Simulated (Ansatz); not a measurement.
# CH5BFNO: a ladder of functionals and wavefunction methods, part 2 of 2

Ansatz 0.2.0, Gaussian basis; functionals in def2-TZVPP, the program's frozen cores in correlated methods. The steps go on from the part before.

## (14) CAM-B3LYP-D4 (range-separated)

The input, in.yaml:

```yaml
crystal:
  periodic: [false, false, false]
  atoms:
    - {symbol: C, position_ang: [-1.283688, -0.519756, 0.337111]}
    - {symbol: N, position_ang: [0.134785, -0.247882, 0.305204]}
    - {symbol: B, position_ang: [0.775507, 0.632609, -0.582759]}
    - {symbol: O, position_ang: [2.117041, 0.888229, -0.610905]}
    - {symbol: F, position_ang: [0.040678, 1.290511, -1.487462]}
    - {symbol: H, position_ang: [-1.728535, -0.245865, 1.298968]}
    - {symbol: H, position_ang: [-1.775916, 0.065699, -0.438195]}
    - {symbol: H, position_ang: [-1.499265, -1.576217, 0.148809]}
    - {symbol: H, position_ang: [0.673948, -0.748697, 0.990223]}
    - {symbol: H, position_ang: [2.628645, 0.410168, 0.042005]}
basis:
  gaussian: {orbitals: def2-TZVPP}
hamiltonian: {xc: {name: CAM-B3LYP}, dispersion: d4}
output: {orbitals: {seedname: orbitals}}
```

Command:

```bash
ansatz run in.yaml --threads 4 --pin off --events-out ev --progress --plain --max-ram 10444MiB
```

Log, shortened:

```text
Functional definition: CAM-B3LYP
  name "CAM-B3LYP"
  cite "Yanai, Tew & Handy, Chem. Phys. Lett. 393, 51 (2004) doi:10.1016/j.cplett.2004.06.011"
  cite "Iikura, Tsuneda, Yanai & Hirao, J. Chem. Phys. 115, 3540 (2001) doi:10.1063/1.1383587"
  cite "Becke, Phys. Rev. A 38, 3098 (1988) doi:10.1103/PhysRevA.38.3098"
  cite "Lee, Yang & Parr, Phys. Rev. B 37, 785 (1988) doi:10.1103/PhysRevB.37.785"
  cite "Vosko, Wilk & Nusair, Can. J. Phys. 58, 1200 (1980) doi:10.1139/p80-159"
[...]
  # Exact exchange under (alpha + beta erf(omega r))/r, Becke's under what is left of 1/r.
[...]
1106 factors; their error is unknown
291 factors; integrals over basis functions are off by at most 1.1e-5 eV
[...]
mean field -8053.58650610 eV, -295.9638451821 hartree, gradient 3.4e-5 eV, S^2 0.000000; 0 other end points of the search recorded, 0 dependent functions left out
reference -8053.58663171 eV, -295.9638497983 hartree; 20, 20 occupied and 205, 205 virtual orbitals, 1106 factors
Total energy: -8053.71070938 eV, -295.9684095686 hartree
```

Run time: 2.3 s. Hardware: 4 threads of Arm Neoverse V1, shared host; peak memory 0.49 GiB.

With the free atoms at this level, -8010.338 eV in sum, the atomisation energy is 4184.9 kJ/mol. HOMO -8.84 eV, LUMO 1.14 eV.

## (15) LC-ωPBE (range-separated)

in.yaml, as its differences from that of step 14:

```diff
@@ -15,3 +15,3 @@
   gaussian: {orbitals: def2-TZVPP}
-hamiltonian: {xc: {name: CAM-B3LYP}, dispersion: d4}
+hamiltonian: {xc: {name: LC-wPBE}}
 output: {orbitals: {seedname: orbitals}}
```

Same command.

Log, shortened:

```text
Functional definition: LC-wPBE
  name "LC-wPBE"
  cite "Vydrov & Scuseria, J. Chem. Phys. 125, 234109 (2006) doi:10.1063/1.2409292"
  cite "Heyd & Scuseria, J. Chem. Phys. 120, 7274 (2004) doi:10.1063/1.1668634"
  cite "Ernzerhof & Perdew, J. Chem. Phys. 109, 3313 (1998) doi:10.1063/1.476928"
  cite "Perdew, Burke & Ernzerhof, Phys. Rev. Lett. 77, 3865 (1996) doi:10.1103/PhysRevLett.77.3865"
  parent pbe
[...]
1106 factors; their error is unknown
359 factors; integrals over basis functions are off by at most 2.0e-5 eV
[...]
mean field -8051.64557666 eV, -295.8925173407 hartree, gradient 7.9e-5 eV, S^2 0.000000; 0 other end points of the search recorded, 0 dependent functions left out
reference -8051.64557666 eV, -295.8925173410 hartree; 20, 20 occupied and 205, 205 virtual orbitals, 1106 factors
Total energy: -8051.64557666 eV, -295.8925173410 hartree
```

It took 1.9 s on 4 threads of Arm Neoverse V1, shared host.

With the free atoms at this level, -8008.619 eV in sum, the atomisation energy is 4151.4 kJ/mol. HOMO -10.22 eV, LUMO 2.46 eV.

## (16) ωB97X-V (range-separated)

in.yaml, as its differences from that of step 15:

```diff
@@ -15,3 +15,3 @@
   gaussian: {orbitals: def2-TZVPP}
-hamiltonian: {xc: {name: LC-wPBE}}
+hamiltonian: {xc: {name: wB97X-V}}
 output: {orbitals: {seedname: orbitals}}
```

Launched as before.

Log, shortened:

```text
Functional definition: wB97X-V
  name "wB97X-V"
  cite "Mardirossian & Head-Gordon, Phys. Chem. Chem. Phys. 16, 9904 (2014) doi:10.1039/C3CP54374A"
  cite "Becke, J. Chem. Phys. 107, 8554 (1997) doi:10.1063/1.475007"
  cite "Vydrov & Van Voorhis, J. Chem. Phys. 133, 244103 (2010) doi:10.1063/1.3521275"
[...]
      + integral(e_c_pw_opposite_spin*poly(b97_u_opposite, cos0, cos1)) + vv10(b, c)
1106 factors; their error is unknown
274 factors; integrals over basis functions are off by at most 9.1e-6 eV
[...]
mean field -8053.80821355 eV, -295.9719927807 hartree, gradient 4.9e-5 eV, S^2 0.000000; 0 other end points of the search recorded, 0 dependent functions left out
reference -8053.80821155 eV, -295.9719927070 hartree; 20, 20 occupied and 205, 205 virtual orbitals, 1106 factors
Total energy: -8053.80821155 eV, -295.9719927070 hartree
```

Run time: 5.5 s. Hardware: 4 threads of Arm Neoverse V1, shared host; peak memory 0.54 GiB.

With the free atoms at this level, -8010.806 eV in sum, the atomisation energy is 4149.0 kJ/mol. HOMO -9.84 eV, LUMO 2.27 eV.

## (17) ωB97M-V (range-separated)

in.yaml, as its differences from that of step 16:

```diff
@@ -15,3 +15,3 @@
   gaussian: {orbitals: def2-TZVPP}
-hamiltonian: {xc: {name: wB97X-V}}
-output: {orbitals: {seedname: orbitals}}
+hamiltonian: {xc: {name: wB97M-V}}
+output: {forces: true, orbitals: {seedname: orbitals}}
```

Launched as before.

Log, shortened:

```text
Functional definition: wB97M-V
  name "wB97M-V"
  cite "Mardirossian & Head-Gordon, J. Chem. Phys. 144, 214110 (2016) doi:10.1063/1.4952647"
  cite "Becke, J. Chem. Phys. 107, 8554 (1997) doi:10.1063/1.475007"
  cite "Vydrov & Van Voorhis, J. Chem. Phys. 133, 244103 (2010) doi:10.1063/1.3521275"
  # Of w^i u^j: cxij and so on, Table III.
[...]
  gx(w, u) = 1 - cx + cx01*u + cx10*w
  gss(w, u) = css00 + css04*u^4 + css10*w + css20*w^2 + css43*w^4*u^3
  gos(w, u) = cos00 + cos10*w + (cos20 + cos21*u)*w^2 + (cos60 + cos61*u)*w^6
[...]
      + integral(e_c_pw_mod_opposite_spin*gos(b97_w_opposite, b97_u_opposite)) + vv10(b, c)
1106 factors; their error is unknown
274 factors; integrals over basis functions are off by at most 9.1e-6 eV
[...]
Atom 0 at    -1.283688    -0.519756     0.337111 Å, force    -0.338871    -0.063687     0.006134 eV/Å
Atom 1 at     0.134785    -0.247882     0.305204 Å, force     0.217777    -0.055400     0.107308 eV/Å
Atom 2 at     0.775507     0.632609    -0.582759 Å, force    -0.001012    -0.071775     0.082623 eV/Å
Atom 3 at     2.117041     0.888229    -0.610905 Å, force     0.202992     0.006697     0.032610 eV/Å
Atom 4 at     0.040678     1.290511    -1.487462 Å, force    -0.139773     0.116126    -0.161826 eV/Å
Atom 5 at    -1.728535    -0.245865     1.298968 Å, force     0.038767    -0.023825    -0.089289 eV/Å
Atom 6 at    -1.775916     0.065699    -0.438195 Å, force     0.030986    -0.047690     0.061452 eV/Å
Atom 7 at    -1.499265    -1.576217     0.148809 Å, force     0.017756     0.097318     0.015356 eV/Å
Atom 8 at     0.673948    -0.748697     0.990223 Å, force    -0.011907     0.020724    -0.026224 eV/Å
Atom 9 at     2.628645     0.410168     0.042005 Å, force    -0.016715     0.021511    -0.028143 eV/Å
Dipole moment:     0.025814    -0.477477     0.555823 e Å
```

Wall time 7.5 s (4 threads of Arm Neoverse V1, shared host); peak memory 0.65 GiB.

Atomisation energy: 4164.9 kJ/mol (free atoms -8010.532 eV, run apart). HOMO -9.74 eV, LUMO 1.76 eV.

## (18) B2PLYP (double hybrid)

in.yaml, as its differences from that of step 17:

```diff
@@ -15,3 +15,2 @@
   gaussian: {orbitals: def2-TZVPP}
-hamiltonian: {xc: {name: wB97M-V}}
-output: {forces: true, orbitals: {seedname: orbitals}}
+hamiltonian: {xc: {name: B2PLYP}}
```

Launched as before.

Log, shortened:

```text
Functional definition: B2PLYP
  name "B2PLYP"
  cite "Grimme, J. Chem. Phys. 124, 034108 (2006) doi:10.1063/1.2148954"
  cite "Becke, Phys. Rev. A 38, 3098 (1988) doi:10.1103/PhysRevA.38.3098"
  cite "Lee, Yang & Parr, Phys. Rev. B 37, 785 (1988) doi:10.1103/PhysRevB.37.785"
[...]
1377 factors; integrals over basis functions are off by at most 1.4e-3 eV
[...]
mean field -8042.37620519 eV, -295.5518742222 hartree, gradient 1.3e-6 eV, S^2 0.000000; 0 other end points of the search recorded, 0 dependent functions left out
5 core orbitals not correlated: weight in the atoms' cores, before any rotation towards them, 1.000 or more for the frozen orbitals, at most 0.000 for the correlated occupied ones
reference -8042.37636546 eV, -295.5518801121 hartree; 15, 15 occupied and 205, 205 virtual orbitals, 1377 factors
second order -31.42150397 eV of doubles, -0.00000000 eV of singles
Total energy: -8050.86017153 eV, -295.8636542347 hartree
```

Run time: 3.7 s. Hardware: 4 threads of Arm Neoverse V1, shared host; peak memory 0.52 GiB.

With the free atoms at this level, -8008.184 eV in sum, the atomisation energy is 4117.6 kJ/mol.

## (19) PBE-QIDH (double hybrid)

in.yaml, as its differences from that of step 18:

```diff
@@ -15,2 +15,2 @@
   gaussian: {orbitals: def2-TZVPP}
-hamiltonian: {xc: {name: B2PLYP}}
+hamiltonian: {xc: {name: PBE-QIDH}}
```

Same command.

Log, shortened:

```text
Functional definition: PBE-QIDH
  name "PBE-QIDH"
  cite "Brémond, Sancho-García, Pérez-Jiménez & Adamo, J. Chem. Phys. 141, 031101 (2014) doi:10.1063/1.4890314"
  cite "Perdew, Burke & Ernzerhof, Phys. Rev. Lett. 77, 3865 (1996) doi:10.1103/PhysRevLett.77.3865"
[...]
1377 factors; integrals over basis functions are off by at most 1.4e-3 eV
[...]
mean field -8036.86912228 eV, -295.3494926581 hartree, gradient 4.6e-6 eV, S^2 0.000000; 0 other end points of the search recorded, 0 dependent functions left out
5 core orbitals not correlated: weight in the atoms' cores, before any rotation towards them, 1.000 or more for the frozen orbitals, at most 0.000 for the correlated occupied ones
reference -8036.86913434 eV, -295.3494931015 hartree; 15, 15 occupied and 205, 205 virtual orbitals, 1377 factors
second order -29.31497603 eV of doubles, -0.00000000 eV of singles
Total energy: -8046.64079302 eV, -295.7085949344 hartree
```

Run time: 3.7 s. Hardware: 4 threads of Arm Neoverse V1, shared host; peak memory 0.53 GiB.

Atomisation energy: 4116.6 kJ/mol (free atoms -8003.975 eV, run apart).

## (20) Frontier levels by functional

Dipoles come from the runs that computed forces. Levels are read from the orbital files that the runs wrote:

| functional | HOMO (eV) | LUMO (eV) | gap (eV) | dipole (D) |
| --- | --- | --- | --- | --- |
| LDA (SPW92) | -6.11 | -0.51 | 5.60 |  |
| PBE-D4 | -5.96 | -0.38 | 5.58 | 3.45 |
| revPBE-D4 | -5.89 | -0.32 | 5.58 |  |
| BLYP-D4 | -5.86 | -0.43 | 5.42 |  |
| r2SCAN-D4 | -6.24 | 0.39 | 6.63 | 3.50 |
| B97M-V | -6.34 | -0.14 | 6.21 |  |
| PBE0-D4 | -7.40 | 0.44 | 7.84 |  |
| B3LYP-D4 | -7.17 | 0.06 | 7.24 | 3.55 |
| r2SCANh-D4 | -6.78 | 0.62 | 7.40 |  |
| r2SCAN0-D4 | -7.60 | 0.94 | 8.54 |  |
| HSE06-D4 | -6.99 | 0.08 | 7.07 |  |
| BHLYP-D4 | -8.77 | 0.99 | 9.76 |  |
| CAM-B3LYP-D4 | -8.84 | 1.14 | 9.98 |  |
| LC-ωPBE | -10.22 | 2.46 | 12.68 |  |
| ωB97X-V | -9.84 | 2.27 | 12.11 |  |
| ωB97M-V | -9.74 | 1.76 | 11.50 | 3.52 |

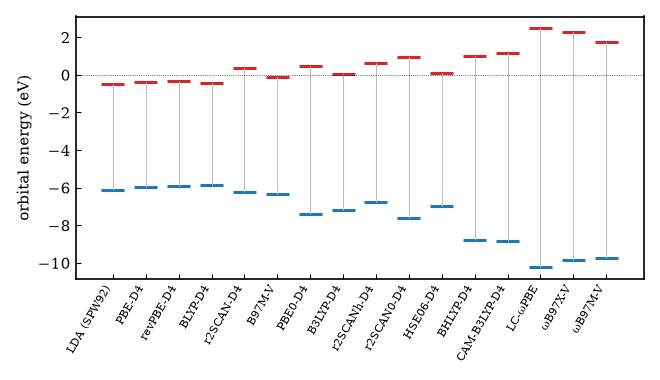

Highest occupied (blue) and lowest empty (red) level by functional.

## (21) CCSD(T) in def2-SVP

in.yaml, as its differences from that of step 19:

```diff
@@ -14,3 +14,3 @@
 basis:
-  gaussian: {orbitals: def2-TZVPP}
-hamiltonian: {xc: {name: PBE-QIDH}}
+  gaussian: {orbitals: def2-SVP}
+correlation: {method: ccsd_t}
```

Launched as before.

Log, shortened:

```text
Functional definition: HF
  name "HF"
  cite "Fock, Z. Phys. 61, 126 (1930) doi:10.1007/BF01340294"
  parent pbe
[...]
945 factors; integrals over basis functions are off by at most 1.2e-3 eV
[...]
mean field -8004.26364316 eV, -294.1512634014 hartree, gradient 8.2e-7 eV, S^2 0.000000; 0 other end points of the search recorded, 0 dependent functions left out
5 core orbitals not correlated: weight in the atoms' cores, before any rotation towards them, 1.000 or more for the frozen orbitals, at most 0.000 for the correlated occupied ones
reference -8004.26364316 eV, -294.1512634014 hartree; 15, 15 occupied and 75, 75 virtual orbitals, 945 factors
second order -20.67116219 eV of doubles, -0.00000000 eV of singles
cycle   1  -21.08488763 eV  change   -4.1e-1 eV  update   9.2e-2
[...]
cycle   9  -21.62916619 eV  change    1.2e-6 eV  update   1.4e-5
perturbative correction -0.49346662 eV, -0.0181345639 hartree
Total energy: -8026.38627597 eV, -294.9642551620 hartree
```

It took 3.9 s on 4 threads of Arm Neoverse V1, shared host.

## (22) CCSD(T) in def2-TZVPP

in.yaml, as its differences from that of step 21:

```diff
@@ -14,3 +14,4 @@
 basis:
-  gaussian: {orbitals: def2-SVP}
+  gaussian: {orbitals: def2-TZVPP}
 correlation: {method: ccsd_t}
+output: {orbitals: {seedname: orbitals}}
```

Launched as before.

Log, shortened:

```text
Functional definition: HF
  name "HF"
  cite "Fock, Z. Phys. 61, 126 (1930) doi:10.1007/BF01340294"
  parent pbe
[...]
1377 factors; integrals over basis functions are off by at most 1.4e-3 eV
[...]
mean field -8013.91057780 eV, -294.5057817104 hartree, gradient 1.2e-6 eV, S^2 0.000000; 0 other end points of the search recorded, 0 dependent functions left out
5 core orbitals not correlated: weight in the atoms' cores, before any rotation towards them, 1.000 or more for the frozen orbitals, at most 0.000 for the correlated occupied ones
reference -8013.91057780 eV, -294.5057817104 hartree; 15, 15 occupied and 205, 205 virtual orbitals, 1377 factors
second order -26.31319176 eV of doubles, -0.00000000 eV of singles
cycle   1  -26.35421164 eV  change   -4.1e-2 eV  update   9.6e-2
[...]
cycle   9  -26.98284811 eV  change   -1.2e-6 eV  update   1.8e-5
perturbative correction -0.93509260 eV, -0.0343640191 hartree
Total energy: -8041.82851850 eV, -295.5317471078 hartree
```

Wall time 1.7 min (4 threads of Arm Neoverse V1, shared host); peak memory 4 GiB.

## (23) MP2 in def2-QZVPP

in.yaml, as its differences from that of step 22:

```diff
@@ -14,4 +14,3 @@
 basis:
-  gaussian: {orbitals: def2-TZVPP}
-correlation: {method: ccsd_t}
-output: {orbitals: {seedname: orbitals}}
+  gaussian: {orbitals: "def2-QZVPP.json"}
+correlation: {method: mp2}
```

Launched as before.

Log:

```text
Functional definition: HF
  name "HF"
  cite "Fock, Z. Phys. 61, 126 (1930) doi:10.1007/BF01340294"
  parent pbe
  exchange = exact_x
  correlation = 0
2647 factors; integrals over basis functions are off by at most 9.6e-4 eV
mean field evaluation 1: about -8009.7903 eV, gradient 4.8e1 eV
mean field evaluation 2: about -8009.8840 eV, gradient 4.9e1 eV
mean field evaluation 4: about -8014.2488 eV, gradient 3.4e0 eV
mean field evaluation 8: about -8014.2901 eV, gradient 2.6e-1 eV
mean field -8014.29026287 eV, -294.5197348795 hartree, gradient 1.4e-6 eV, S^2 0.000000; 0 other end points of the search recorded, 0 dependent functions left out
5 core orbitals not correlated: weight in the atoms' cores, before any rotation towards them, 1.000 or more for the frozen orbitals, at most 0.000 for the correlated occupied ones
reference -8014.29026287 eV, -294.5197348795 hartree; 15, 15 occupied and 415, 415 virtual orbitals, 2647 factors
second order -28.40480570 eV of doubles, -0.00000000 eV of singles
Total energy: -8042.69506857 eV, -295.5635922356 hartree
```

Run time: 16 s. Hardware: 4 threads of Arm Neoverse V1, shared host; peak memory 2.3 GiB.

The pieces so far (eV):

| basis | HF | MP2 correlation | CCSD correlation | (T) | total |
| --- | --- | --- | --- | --- | --- |
| def2-SVP | -8004.2636 | -20.6712 | -21.6292 | -0.4935 | -8026.3863 |
| def2-TZVPP | -8013.9106 | -26.3132 | -26.9828 | -0.9351 | -8041.8285 |
| def2-QZVPP | -8014.2903 | -28.4048 |  |  | -8042.6951 (MP2) |

The report of the def2-TZVPP run gives T1 = 0.0110.

## (24) From triple and quadruple zeta to the limit

No new run: Hartree-Fock is extrapolated as exp(−7.88√X) and correlation as X^−2.97, with X = 3 and 4; only MP2 was run in the larger set, so CCSD(T) minus MP2 is added from the smaller one.

| level | energy at the limit (eV) |
| --- | --- |
| HF | -8014.3426 |
| MP2 | -8044.2967 |
| CCSD | -8044.9664 |
| CCSD(T) | -8045.9015 |

## (25) RPA on PBE orbitals

in.yaml, as its differences from that of step 23:

```diff
@@ -14,3 +14,4 @@
 basis:
-  gaussian: {orbitals: "def2-QZVPP.json"}
-correlation: {method: mp2}
+  gaussian: {orbitals: def2-TZVPP}
+hamiltonian: {xc: pbe}
+correlation: {method: rpa}
```

Launched as before.

Log, shortened:

```text
Functional definition: PBE
  name "PBE"
  cite "Perdew, Burke & Ernzerhof, Phys. Rev. Lett. 77, 3865 (1996) doi:10.1103/PhysRevLett.77.3865"
  parent pbe
[...]
1377 factors; integrals over basis functions are off by at most 1.4e-3 eV
[...]
mean field -8047.13110513 eV, -295.7266135720 hartree, gradient 3.2e-6 eV, S^2 0.000000; 0 other end points of the search recorded, 0 dependent functions left out
5 core orbitals not correlated: weight in the atoms' cores, before any rotation towards them, 1.000 or more for the frozen orbitals, at most 0.000 for the correlated occupied ones
reference -8012.47560064 eV, -294.4530472726 hartree; 15, 15 occupied and 205, 205 virtual orbitals, 1377 factors
Total energy: -8053.66762575 eV, -295.9668262743 hartree
```

Wall time 4.2 s (4 threads of Arm Neoverse V1, shared host); peak memory 0.48 GiB.

RPA correlation: -41.192 eV. No RPA run of the hydrogen atom was made, so RPA has no atomisation energy below.

## (26) The ladder

Atomisation energy = energies of 1 C, 1 N, 1 B, 1 O, 1 F, 5 H (separate runs, same level) minus the molecule's; electronic only, no spin-orbit term.

Differences are taken before rounding.

| method | rung | atoms, summed (eV) | atomisation energy (kJ/mol) | from CCSD(T)/CBS (kJ/mol) | time |
| --- | --- | --- | --- | --- | --- |
| LDA (SPW92) | LDA | -7944.852 | 4782.2 | +640.3 | 0.95 s |
| PBE-D4 | GGA | -8003.279 | 4245.7 | +103.8 | 1.9 s |
| revPBE-D4 | GGA | -8011.381 | 4124.2 | -17.6 | 1.5 s |
| BLYP-D4 | GGA | -8011.609 | 4162.2 | +20.3 | 1.5 s |
| r2SCAN-D4 | meta-GGA | -8009.306 | 4154.0 | +12.1 | 3.5 s |
| B97M-V | meta-GGA | -8011.854 | 4147.3 | +5.4 | 7 s |
| PBE0-D4 | hybrid | -8004.703 | 4151.8 | +9.9 | 2 s |
| B3LYP-D4 | hybrid | -8013.877 | 4153.5 | +11.7 | 2.8 s |
| r2SCANh-D4 | hybrid | -8009.242 | 4123.2 | -18.7 | 3.5 s |
| r2SCAN0-D4 | hybrid | -8009.157 | 4078.8 | -63.1 | 3.3 s |
| HSE06-D4 | hybrid | -8004.266 | 4155.6 | +13.7 | 2.2 s |
| BHLYP-D4 | hybrid | -8011.220 | 4014.5 | -127.4 | 2 s |
| CAM-B3LYP-D4 | range-separated | -8010.338 | 4184.9 | +43.0 | 2.3 s |
| LC-ωPBE | range-separated | -8008.619 | 4151.4 | +9.6 | 1.9 s |
| ωB97X-V | range-separated | -8010.806 | 4149.0 | +7.2 | 5.5 s |
| ωB97M-V | range-separated | -8010.532 | 4164.9 | +23.0 | 7.5 s |
| B2PLYP | double hybrid | -8008.184 | 4117.6 | -24.2 | 3.7 s |
| PBE-QIDH | double hybrid | -8003.975 | 4116.6 | -25.2 | 3.7 s |
| HF/def2-TZVPP | wavefunction | -7982.570 | 3023.9 | -1118.0 |  |
| MP2/def2-TZVPP | wavefunction | -7997.371 | 4134.7 | -7.2 |  |
| CCSD/def2-TZVPP | wavefunction | -7999.708 | 3973.8 | -168.1 |  |
| CCSD(T)/def2-SVP | wavefunction | -7985.562 | 3938.9 | -203.0 | 3.9 s |
| CCSD(T)/def2-TZVPP | wavefunction | -8000.031 | 4032.8 | -109.1 | 1.7 min |
| MP2/CBS | wavefunction | -8000.314 | 4243.7 | +101.8 |  |
| CCSD(T)/CBS | wavefunction | -8002.974 | 4141.9 | 0 | 2 min |

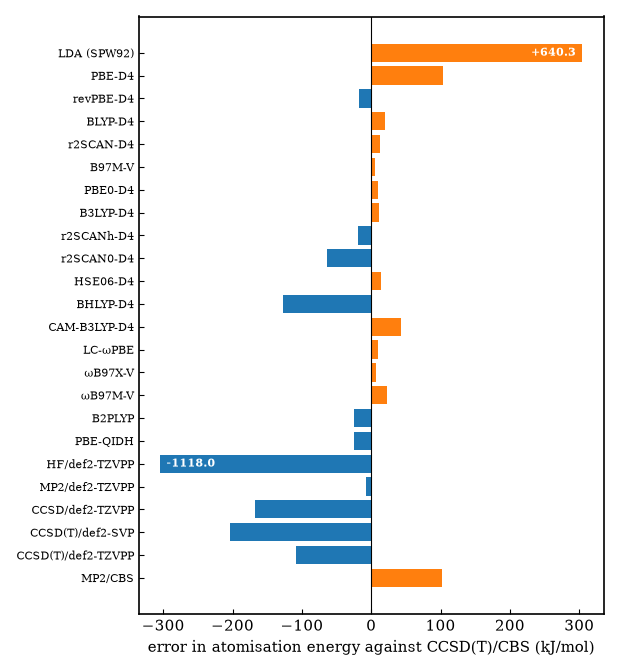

Error of each method against CCSD(T)/CBS. Bars with a number in them are cut short.

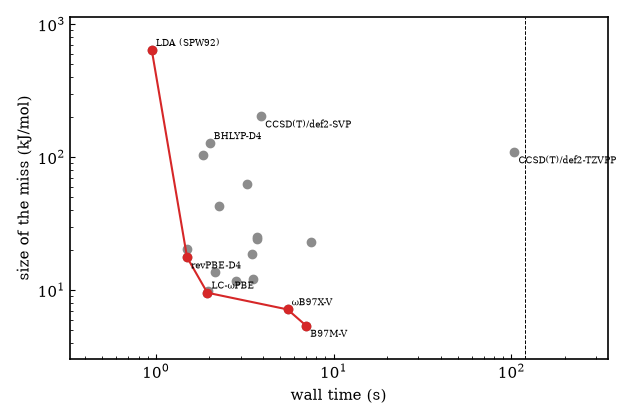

Accuracy for the time spent; red marks the levels that beat every quicker one drawn (of those quicker than the yardstick), and the dashed line is the time of CCSD(T)/CBS. Only those levels and the largest misses are named. Times are from a shared host.

LDA (SPW92), LC-ωPBE, B2PLYP, PBE-QIDH carry no dispersion term (for B3LYP, D4 adds 23.2 kJ/mol).

Times are those of the molecule's run; HF, MP2 and CCSD come out of the CCSD(T) runs, and the limit's time is the sum of the runs that it needs.

## (27) Summary of results

What follows sums up all 2 parts.

| quantity | value |
| --- | --- |
| atomisation energy, CCSD(T)/CBS | 4141.9 kJ/mol |
| functionals within 20.7 kJ/mol (0.5 %) | revPBE-D4, BLYP-D4, r2SCAN-D4, B97M-V, PBE0-D4, B3LYP-D4, r2SCANh-D4, HSE06-D4, LC-ωPBE, ωB97X-V |
| farthest beyond LDA | BHLYP-D4 (-127.4 kJ/mol) |
| mean size of error, GGA | 47.3 kJ/mol |
| mean size of error, meta-GGA | 8.7 kJ/mol |
| mean size of error, hybrid | 40.7 kJ/mol |
| mean size of error, range-separated | 20.7 kJ/mol |
| mean size of error, double hybrid | 24.7 kJ/mol |
| gap, smallest and largest | 5.42 eV (BLYP-D4), 12.68 eV (LC-ωPBE) |
| T1 diagnostic | 0.0110 |
| triples share of the correlation energy | 3.3 % |

**Reading.** The LDA atomisation energy is off by 640.3 kJ/mol (15 %): it overbinds. PBE-D4 misses by +103.8 kJ/mol. Double hybrids carry the basis error of their MP2 part in triple zeta, and no dispersion term here, so their miss is partly the set-up's. The rungs meta-GGA, range-separated miss on average by less than the doubt on the reference (20.7 kJ/mol), so they tie. Misses under about 20.7 kJ/mol are within the doubt on the reference itself, which lacks core-valence correlation, relativity and higher excitations. Hartree-Fock recovers 73 % of the binding; the rest is correlation. CCSD(T) in def2-SVP is off by -203.0 kJ/mol, which most functionals beat. The gap grows from 5.4 to 12.7 eV across the functionals, mostly with the share of exact exchange.

B97M-V reaches 5.4 kJ/mol from the reference in 7 s, where CCSD(T)/CBS took 2 min; the quickest level in the cost chart, LDA (SPW92), takes 0.95 s and misses by 640.3 kJ/mol.
